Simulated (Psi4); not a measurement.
Geometry relaxation of NO (part 1 of 2)

System: NO, multiplicity 2, SMILES [N]=O.
Method: r2SCAN/6-311G**, UKS, dispersion D4 (Psi4 1.11).

The geometry comes from this level: GFN2-xTB.

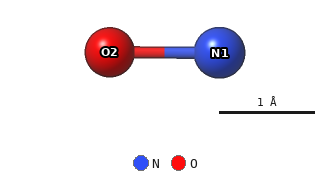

*The structure as given in the input (ball-and-stick view, seen on its broad side; atoms are numbered from 1 in the order of the input).*

Bond lengths as drawn: N–O 1.16 Å.

Summary

- outcome: converged
- total energy: −129.862262 hartree
- dispersion energy: −0.000072 hartree
- basis functions: 36
- ⟨S²⟩: 0.753
- dipole moment: 0.10 D
- hardware: 1 thread of Intel Xeon (Granite Rapids), 12 GiB of memory available, shared host
- wall time: 7.8 s
- peak memory: 0.34 GiB

Input file (no.in)
```
memory 1600 MB

molecule m {
  0 2
  N
  O 1 1.155335
}

set {
  basis 6-311G**
  reference uks
}

energy_value, wavefunction = optimize('r2scan-d4', return_wfn=True)
```

Run as:
```bash
psi4 no.in no.out -n 1
```

What the program printed
```
Psi4 1.11 release

gradient() will perform analytic gradient computation.

   => Loading Basis Set <=

    Name: 6-311G**
    Role: ORBITAL
    Keyword: BASIS

   => R2SCAN-D4(BJ,EEQ)ATM: Empirical Dispersion <=

        a1 =       0.515592
        a2 =       5.773429
       alp =      16.000000
        s6 =       1.000000
        s8 =       0.601875
        s9 =       1.000000
        ga =       3.000000
        gc =       2.000000
        wf =       6.000000

         ---------------------------------------------------------
                                   SCF
                              UKS Reference
                        1 Threads,   1525 MiB Core
         ---------------------------------------------------------

  ==> Geometry <==

    Molecular point group: c2v
    Full point group: C_inf_v

    Geometry (in Angstrom), charge = 0, multiplicity = 2:

       Center              X                  Y                   Z               Mass
    ------------   -----------------  -----------------  -----------------  -----------------
         N            0.000000000000     0.000000000000    -0.616024124605    14.003074004430
         O            0.000000000000     0.000000000000     0.539310875395    15.994914619570

  Running in c2v symmetry.

  Rotational constants: A = ************  B =      1.69148  C =      1.69148 [cm^-1]
  Rotational constants: A = ************  B =  50709.36415  C =  50709.36415 [MHz]
  Nuclear repulsion =   25.649637375756821

  Charge       = 0
  Multiplicity = 2
  Electrons    = 15
  Nalpha       = 8
  Nbeta        = 7

  ==> Algorithm <==

  SCF Algorithm Type is DF.
  DIIS enabled.
  MOM disabled.
  Fractional occupation disabled.
  Guess Type is SAD.
  Energy threshold   = 1.00e-08
  Density threshold  = 1.00e-08
  Integral threshold = 1.00e-12

  ==> Primary Basis <==

  Basis Set: 6-311G**
    Blend: 6-311G**
    Number of shells: 16
    Number of basis functions: 36
    Number of Cartesian functions: 38
    Spherical Harmonics?: true
    Max angular momentum: 2

  ==> DFT Potential <==

   => LibXC <=

    Version 7.1.2

   => Composite Functional: R2SCAN-D4BJEEQATM <=

    r2SCAN Meta-GGA XC Functional  (0.1021/acs.jpclett.0c02405)

    Deriv               =              1
    GGA                 =           TRUE
    Meta                =           TRUE

    Exchange Hybrid     =          FALSE
    MP2 Hybrid          =          FALSE

   => Exchange Functionals <=

    1.0000   XC_MGGA_X_R2SCAN

   => Correlation Functionals <=

    1.0000   XC_MGGA_C_R2SCAN

   => LibXC Density Thresholds  <==

    XC_MGGA_C_R2SCAN:  1.00E-15
    XC_MGGA_X_R2SCAN:  1.00E-11

   => Molecular Quadrature <=

    Radial Scheme          =       TREUTLER
    Pruning Scheme         =           NONE
    Nuclear Scheme         =       TREUTLER

    Blocking Scheme        =         OCTREE
    BS radius alpha        =              1
    Pruning alpha          =              1
    Radial Points          =             75
    Spherical Points       =            302
    Total Points           =          42208
    Total Blocks           =            372
    Max Points             =            255
    Max Functions          =             36
    Weights Tolerance      =       1.00E-15

   => Loading Basis Set <=

    Name: (6-311G** AUX)
    Role: JKFIT
    Keyword: DF_BASIS_SCF

  ==> Integral Setup <==

  DFHelper Memory: AOs need 0.002 GiB; user supplied 1.014 GiB.
  SCF_SUBTYPE=INCORE selected. In-core MEM_DF algorithm will be used.
  Using in-core AOs.

  ==> MemDFJK: Density-Fitted J/K Matrices <==

    J tasked:                   Yes
    K tasked:                    No
    wK tasked:                   No
    Memory [MiB]:              1037
    Algorithm:                 Core
    Schwarz Cutoff:           1E-12
    Mask sparsity (%):       0.0000
    Fitting Condition:        1E-10

   => Auxiliary Basis Set <=

  Basis Set: (6-311G** AUX)
    Blend: CC-PVTZ-JKFIT
    Number of shells: 50
    Number of basis functions: 158
    Number of Cartesian functions: 192
    Spherical Harmonics?: true
    Max angular momentum: 4

  Cached 100.0% of DFT collocation blocks in 0.104 [GiB].

  Minimum eigenvalue in the overlap matrix is 1.1976584273E-02.
  Reciprocal condition number of the overlap matrix is 3.3977051408E-03.
    Using symmetric orthogonalization.

  ==> Pre-Iterations <==

  SCF Guess: Superposition of Atomic Densities via on-the-fly atomic UHF (no occupation information).

   -------------------------
    Irrep   Nso     Nmo
   -------------------------
     A1        18      18
     A2         2       2
     B1         8       8
     B2         8       8
   -------------------------
    Total      36      36
   -------------------------

  ==> Iterations <==

                           Total Energy        Delta E     RMS |[F,P]|

   @DF-UKS iter SAD:  -129.52615036748699   -1.29526e+02   0.00000e+00
   @DF-UKS iter   1:  -129.83890036994674   -3.12750e-01   1.18880e-02 ADIIS/DIIS
   @DF-UKS iter   2:  -129.84928521659612   -1.03848e-02   9.17516e-03 ADIIS/DIIS
   @DF-UKS iter   3:  -129.85813516979749   -8.84995e-03   4.94366e-03 ADIIS/DIIS
   @DF-UKS iter   4:  -129.86184360241276   -3.70843e-03   1.47283e-03 ADIIS/DIIS
   @DF-UKS iter   5:  -129.86222408276797   -3.80480e-04   1.24160e-04 ADIIS/DIIS
   @DF-UKS iter   6:  -129.86222797644626   -3.89368e-06   1.90811e-05 DIIS
   @DF-UKS iter   7:  -129.86222830429594   -3.27850e-07   8.90040e-06 DIIS
   @DF-UKS iter   8:  -129.86222837763518   -7.33392e-08   3.52023e-06 DIIS
   @DF-UKS iter   9:  -129.86222838937556   -1.17404e-08   6.13021e-07 DIIS
   @DF-UKS iter  10:  -129.86222838976093   -3.85370e-10   1.10740e-07 DIIS
   @DF-UKS iter  11:  -129.86222838976582   -4.88853e-12   1.29995e-08 DIIS
   @DF-UKS iter  12:  -129.86222838976582    0.00000e+00   1.05738e-09 DIIS
  Energy and wave function converged.

  ==> Post-Iterations <==

   Electrons on quadrature grid:
      Nalpha   =    8.0000001408 ; deviation = 1.408e-07
      Nbeta    =    7.0000000586 ; deviation = 5.862e-08
      Ntotal   =   15.0000001994 ; deviation = 1.994e-07

   @Spin Contamination Metric:   2.868748394E-03
   @S^2 Expected:                7.500000000E-01
   @S^2 Observed:                7.528687484E-01
   @S   Expected:                5.000000000E-01
   @S   Observed:                5.000000000E-01

    Orbital Energies [Eh]
    ---------------------

    Alpha Occupied:

       1A1   -19.084194     2A1   -14.290307     3A1    -1.205934
       4A1    -0.651975     1B1    -0.493661     1B2    -0.478194
       5A1    -0.446150     2B1    -0.177175

    Alpha Virtual:

       2B2    -0.143541     6A1     0.293763     3B1     0.533089
       3B2     0.560707     7A1     0.597954     8A1     0.607817
       9A1     0.734531     4B1     0.773036     4B2     0.794201
      10A1     1.270652     5B1     1.791351     5B2     1.796358
       1A2     1.812149    11A1     1.824022    12A1     2.503946
       2A2     2.736542    13A1     2.741354     6B1     3.195710
       6B2     3.219440    14A1     3.527923     7B1     3.691273
       7B2     3.727136    15A1     4.213485     8B1     4.768407
       8B2     4.801698    16A1     5.575757    17A1    35.351469
      18A1    49.852264

    Beta Occupied:

       1A1   -19.072038     2A1   -14.271959     3A1    -1.186017
       4A1    -0.615127     1B2    -0.468571     1B1    -0.427076
       5A1    -0.419503

    Beta Virtual:

       2B2    -0.125136     2B1    -0.072662     6A1     0.317372
       3B2     0.581319     3B1     0.613878     7A1     0.618681
       8A1     0.637624     9A1     0.748277     4B2     0.806337
       4B1     0.829922    10A1     1.305375     5B2     1.808713
       5B1     1.845577    11A1     1.894609     1A2     1.896455
      12A1     2.540273    13A1     2.789759     2A2     2.790511
       6B2     3.239083     6B1     3.277683    14A1     3.551423
       7B2     3.761912     7B1     3.803707    15A1     4.240907
       8B2     4.822656     8B1     4.856915    16A1     5.608333
      17A1    35.349701    18A1    49.849701

    Final Occupation by Irrep:
             A1    A2    B1    B2
    DOCC [     5,    0,    1,    1 ]
    SOCC [     0,    0,    1,    0 ]
    NA   [     5,    0,    2,    1 ]
    NB   [     5,    0,    1,    1 ]

  @DF-UKS Final Energy:  -129.86222838976582

   => Energetics <=

    Nuclear Repulsion Energy =             25.6496373757568215
    One-Electron Energy =                -227.7919727696923076
    Two-Electron Energy =                  87.5938728057790286
    DFT Exchange-Correlation Energy =     -15.3136936116693363
    Empirical Dispersion Energy =          -0.0000721899400339
    VV10 Nonlocal Energy =                  0.0000000000000000
    Total Energy =                       -129.8622283897658178

  UHF NO Occupations:
  HONO-2 :    5 A1 1.9995132
  HONO-1 :    1 B1 1.9992200
  HONO-0 :    2 B1 1.0000000
  LUNO+0 :    3 B1 0.0007800
  LUNO+1 :    6 A1 0.0004868
  LUNO+2 :    7 A1 0.0000848
  LUNO+3 :    2 B2 0.0000661

Computation Completed

Properties will be evaluated at   0.000000,   0.000000,   0.000000 [a0]

Properties computed using the SCF density matrix

 Multipole Moments:

 ------------------------------------------------------------------------------------
     Multipole            Electronic (a.u.)      Nuclear  (a.u.)        Total (a.u.)
 ------------------------------------------------------------------------------------

 L = 1.  Multiply by 2.5417464519 to convert [e a0] to [Debye]
 Dipole X            :          0.0000000            0.0000000            0.0000000
 Dipole Y            :          0.0000000            0.0000000            0.0000000
 Dipole Z            :          0.0292319            0.0043806            0.0336126
 Magnitude           :                                                    0.0336126

 ------------------------------------------------------------------------------------

	total time  =          3 seconds =       0.05 minutes

         ------------------------------------------------------------
                                   SCF GRAD
         ------------------------------------------------------------

  ==> Geometry <==

    Molecular point group: c2v
    Full point group: C_inf_v

    Geometry (in Angstrom), charge = 0, multiplicity = 2:

       Center              X                  Y                   Z               Mass
    ------------   -----------------  -----------------  -----------------  -----------------
         N            0.000000000000     0.000000000000    -0.616024124605    14.003074004430
         O            0.000000000000     0.000000000000     0.539310875395    15.994914619570

  Nuclear repulsion =   25.649637375756821

  ==> Basis Set <==

  Basis Set: 6-311G**
    Blend: 6-311G**
    Number of shells: 16
    Number of basis functions: 36
    Number of Cartesian functions: 38
    Spherical Harmonics?: true
    Max angular momentum: 2

  ==> DFJKGrad: Density-Fitted SCF Gradients <==

    Gradient:                    1
    J tasked:                  Yes
    K tasked:                   No
    wK tasked:                  No
    Integrals threads:           1
    Memory [MiB]:             1144
    Schwarz Cutoff:          1E-12
    Fitting Condition:       1E-10

   => Auxiliary Basis Set <=

  Basis Set: (6-311G** AUX)
    Blend: CC-PVTZ-JKFIT
    Number of shells: 50
    Number of basis functions: 158
    Number of Cartesian functions: 192
    Spherical Harmonics?: true
    Max angular momentum: 4

   => Molecular Quadrature <=

    Radial Scheme          =       TREUTLER
    Pruning Scheme         =           NONE
    Nuclear Scheme         =       TREUTLER

    Blocking Scheme        =         OCTREE
    BS radius alpha        =              1
    Pruning alpha          =              1
    Radial Points          =             75
    Spherical Points       =            302
    Total Points           =          42208
    Total Blocks           =            372
    Max Points             =            255
    Max Functions          =             36
    Weights Tolerance      =       1.00E-15

  -Total Gradient:
     Atom            X                  Y                   Z
    ------   -----------------  -----------------  -----------------
       1        0.000000000000    -0.000000000000    -0.007870227903
       2        0.000000000000     0.000000000000     0.009462689333

	total time  =          0 seconds =       0.00 minutes

    			-----------------------------------------

    			 OPTKING 3.0: for geometry optimizations

    			        with contributions from

    			-----------------------------------------

	                            ===> Fragment 1 <==

	 Z (Atomic Numbers)          Masses                          Geom
	       7.000000            14.003074          0.00000000  0.00000000 -1.16411688
	       8.000000            15.994915          0.00000000  0.00000000  1.01914985

	 - Coordinate -           - BOHR/RAD -       - ANG/DEG -
	 R(1,2)           =         2.183267           1.155335

	        --- Internal Coordinate Step in ANG or DEG, aJ/ANG or AJ/DEG ---
	-------------------------------------------------------------------------------
	           Coordinate      Previous         Force          Change          New
	           ----------      --------        ------          ------        ------
	               R(1,2)       1.15533       -0.07140       -0.00350       1.15183
	-------------------------------------------------------------------------------

	                                 ==> Convergence Check <==

	Measures of convergence in internal coordinates in au.

	Criteria marked as inactive (o), active & met (*), and active & unmet ( ).

	----------------------------------------------------------------------------------------------~
	   Step    Total Energy     Delta E     Max Force     RMS Force      Max Disp      RMS Disp   ~
	----------------------------------------------------------------------------------------------~
	  Convergence Criteria     1.00e-06 *    3.00e-04 *             o    1.20e-03 *             o~
	----------------------------------------------------------------------------------------------~
	     1    -129.86222839   -1.30e+02      8.67e-03      8.67e-03 o    6.62e-03      6.62e-03 o  ~
	----------------------------------------------------------------------------------------------

Next Geometry in Ang
	Fragment 1 (Ang)

	    N   0.0000000000   0.0000000000  -0.6142723906
	    O   0.0000000000   0.0000000000   0.5375591414

    Structure for next step:
    Molecular point group: c2v
    Full point group: C_inf_v

    Geometry (in Angstrom), charge = 0, multiplicity = 2:

    N
    O             1    1.151832

gradient() will perform analytic gradient computation.

  ==> Geometry <==

    Molecular point group: c2v
    Full point group: C_inf_v

    Geometry (in Angstrom), charge = 0, multiplicity = 2:

       Center              X                  Y                   Z               Mass
    ------------   -----------------  -----------------  -----------------  -----------------
         N            0.000000000000     0.000000000000    -0.614156076966    14.003074004430
         O            0.000000000000     0.000000000000     0.537675455016    15.994914619570

  Running in c2v symmetry.

  Rotational constants: A = ************  B =      1.70179  C =      1.70179 [cm^-1]
  Rotational constants: A = ************  B =  51018.31354  C =  51018.31354 [MHz]
  Nuclear repulsion =   25.727654587246615

  Charge       = 0
  Multiplicity = 2
  Electrons    = 15
  Nalpha       = 8
  Nbeta        = 7

  ==> Algorithm <==

  SCF Algorithm Type is DF.
  DIIS enabled.
  MOM disabled.
  Fractional occupation disabled.
  Guess Type is READ.
  Energy threshold   = 1.00e-08
  Density threshold  = 1.00e-08
  Integral threshold = 1.00e-12

   => Molecular Quadrature <=

    Radial Scheme          =       TREUTLER
    Pruning Scheme         =           NONE
    Nuclear Scheme         =       TREUTLER

    Blocking Scheme        =         OCTREE
    BS radius alpha        =              1
    Pruning alpha          =              1
    Radial Points          =             75
    Spherical Points       =            302
    Total Points           =          42208
    Total Blocks           =            373
    Max Points             =            256
    Max Functions          =             36
    Weights Tolerance      =       1.00E-15

   => Loading Basis Set <=

    Name: 6-311G**
    Role: ORBITAL
    Keyword: BASIS

  Reading orbitals from file scr/no.m.8807.180.npy, no projection.

   => Auxiliary Basis Set <=
```
